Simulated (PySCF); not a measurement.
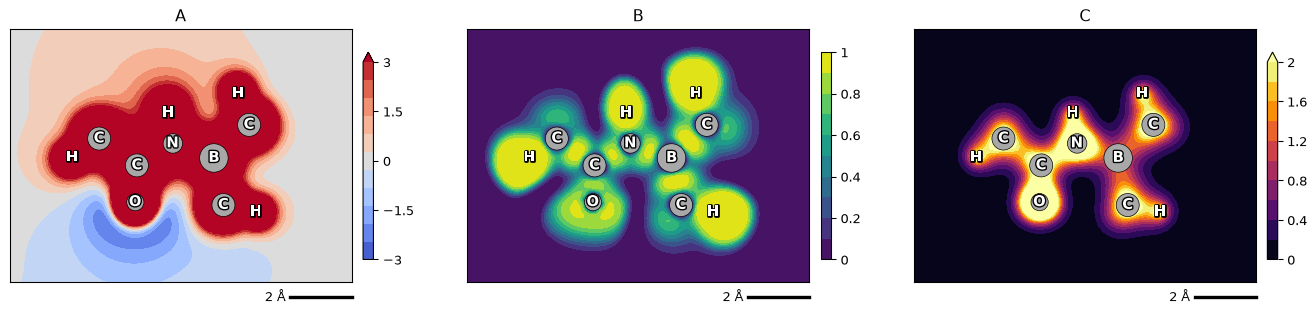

C₄H₁₀BNO (SMILES CB(C)NC(C)=O): 3 fields on the plane of atoms N4, C5 and C6, with unlabelled colour scales. Grey discs cover the atomic cores.

Geometry: GFN2-xTB.

All numbers below come from PBE0/pcSseg-1, SCF density, gas phase, non-relativistic (PySCF 2.14.0).

> The panels show electron density, electron localisation function and electrostatic potential in some order. Assign them.

Panel A: electrostatic potential (strongly positive close to the atoms, with negative regions outside electron-rich atoms). Panel B: electron localisation function. Panel C: electron density. From the grid: C–O (1.21 Å): the density is about 3.3 e/Å³ at the midpoint; the ELF peaks at about 0.85 between the atoms (a multiple bond). C–N (1.38 Å): ρ is about 2.3 e/Å³ halfway; the ELF peaks at about 0.95 between the atoms, as expected for localised, covalent bonding.
